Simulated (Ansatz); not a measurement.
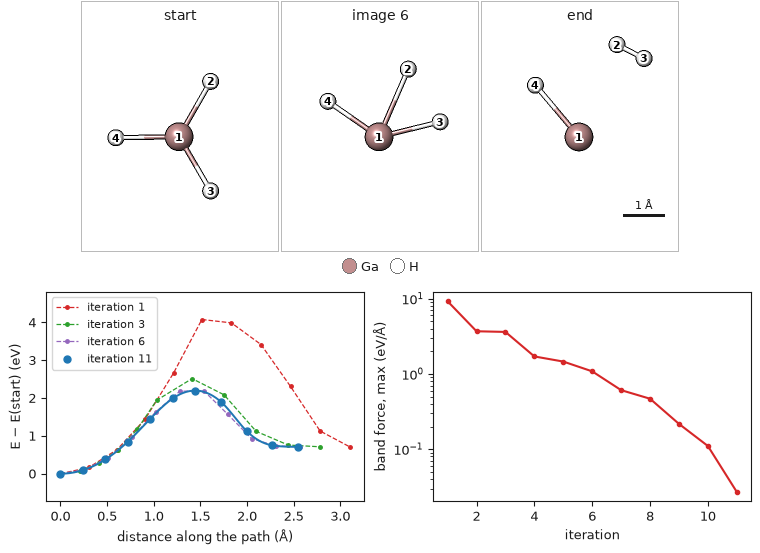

A search for the minimum-energy path of GaH3 by the nudged elastic band. Images are numbered from 0 (start) to 10 (end). The plot follows the band through its iterations. A ball-and-stick model, seen face on.

The calculation used Ansatz, RKS PBE-D4/def2-TZVP.

Input file:
```yaml
crystal:
  periodic: [false, false, false]
  atoms:
    - { symbol: Ga, position_ang: [0.39443, 0.0, 0.227748] }
    - { symbol: H, position_ang: [0.395044, 0.0, 1.804563] }
    - { symbol: H, position_ang: [1.760336, 0.0, -0.560064] }
    - { symbol: H, position_ang: [-0.971209, 0.0, -0.560747] }
basis:
  gaussian: { orbitals: def2-TZVP }
hamiltonian:
  xc: pbe
  dispersion: d4
neb:
  order_check: false
  images: 9
  f_tol: 0.05
  max_iterations: 60
  final_atoms:
    - { symbol: Ga, position_ang: [0.08751883, 0.00833589, -1.1688773] }
    - { symbol: H, position_ang: [0.92889881, -0.00277803, 1.16046802] }
    - { symbol: H, position_ang: [1.62156335, -0.00277803, 0.83399031] }
    - { symbol: H, position_ang: [-1.05938, -0.00277983, 0.08591896] }
  initial_path:
    images:
      - { positions_ang: [[0.39443, 0.0, 0.227748], [0.395044, 0.0, 1.804563], [1.760336, 0.0, -0.560064], [-0.971209, 0.0, -0.560747]] }
      - { positions_ang: [[0.31554424, 0.0, 0.18219807], [0.55935437, 0.0, 1.70077109], [1.7525887, 0.0, -0.36587009], [-1.0488863, 0.0, -0.60559907]] }
      - { positions_ang: [[0.23665848, 0.0, 0.13664814], [0.72366473, 0.0, 1.59697918], [1.74484139, 0.0, -0.17167618], [-1.12656361, 0.0, -0.65045114]] }
      - { positions_ang: [[0.15777272, 0.0, 0.09109821], [0.8879751, 0.0, 1.49318726], [1.73709409, 0.0, 0.02251773], [-1.20424091, 0.0, -0.6953032]] }
      - { positions_ang: [[0.07888696, 0.0, 0.04554828], [1.05228546, 0.0, 1.38939535], [1.72934679, 0.0, 0.21671164], [-1.28191821, 0.0, -0.74015527]] }
      - { positions_ang: [[1.2e-06, 0.0, -1.65e-06], [1.21659583, 0.0, 1.28560344], [1.72159948, 0.0, 0.41090555], [-1.35959551, 0.0, -0.78500734]] }
      - { positions_ang: [[0.01750473, 0.00166718, -0.23377678], [1.15905642, -0.00055561, 1.26057635], [1.70159226, -0.00055561, 0.4955225], [-1.29955241, -0.00055597, -0.61082208]] }
      - { positions_ang: [[0.03500825, 0.00333436, -0.46755191], [1.10151702, -0.00111121, 1.23554927], [1.68158503, -0.00111121, 0.58013946], [-1.23950931, -0.00111193, -0.43663682]] }
      - { positions_ang: [[0.05251178, 0.00500154, -0.70132704], [1.04397762, -0.00166682, 1.21052219], [1.66157781, -0.00166682, 0.66475641], [-1.1794662, -0.0016679, -0.26245156]] }
      - { positions_ang: [[0.0700153, 0.00666871, -0.93510217], [0.98643822, -0.00222243, 1.18549511], [1.64157058, -0.00222243, 0.74937336], [-1.1194231, -0.00222386, -0.0882663]] }
      - { positions_ang: [[0.08751883, 0.00833589, -1.1688773], [0.92889881, -0.00277803, 1.16046802], [1.62156335, -0.00277803, 0.83399031], [-1.05938, -0.00277983, 0.08591896]] }
```

Command:
```bash
ansatz run input.yaml --threads 1 --pin off --max-ram 2048MiB --backend cpu --events-out ev --progress --plain --runs-dir out
```

> Judge this run.

The result is final at these settings. The band converged in 11 iterations. The largest component of the band force went from 9.2 to 0.027 eV/Å. The climbing image converged on the top of the path. Its vibrational analysis gives one imaginary mode (1028i cm⁻¹), as a transition state must have. The first iteration put the highest image at 4.08 eV. The energy climbs by 2.20 eV to image 6 and then falls by 1.49 eV, so the end point sits at +0.71 eV.

Cost: 89 s on 1 thread of Intel(R) Xeon(R) Platinum 8259CL CPU @ 2.50GHz (Skylake/Cascade Lake), with other jobs on the host, peak memory 0.12 GiB.
